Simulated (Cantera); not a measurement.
A closed system holds: 1 mol SiC, 0.028 mol O2, a varied amount of N2, equilibrated at 1723.15 K and 78.0 Pa.

Cantera equilibrium calculation (NASA polynomials, part measured and part estimated; ideal gas, pure solids and liquids). Candidate condensed phases: C, Si, SiC, SiO2, Si2N2O, Si3N4; 34 gas species. Equilibrium is a limit: real reactors are often held back by kinetics, nucleation or transport.

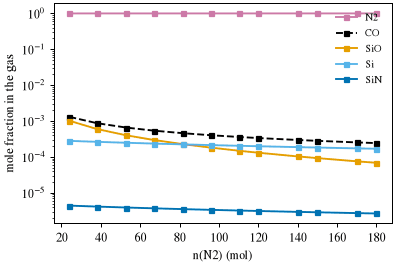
Fig. 1. Equilibrium gas composition (values under 1e-9 drawn at 1e-9)

From 24 mol N2 to 180 mol N2 the condensed part is SiC(s). The main Si-bearing gas is SiO at 24 mol N2 and Si at 180 mol N2. The share of Si in condensed phases is highest at 24 mol N2 (96.8 %) and lowest at 180 mol N2 (95.6 %).
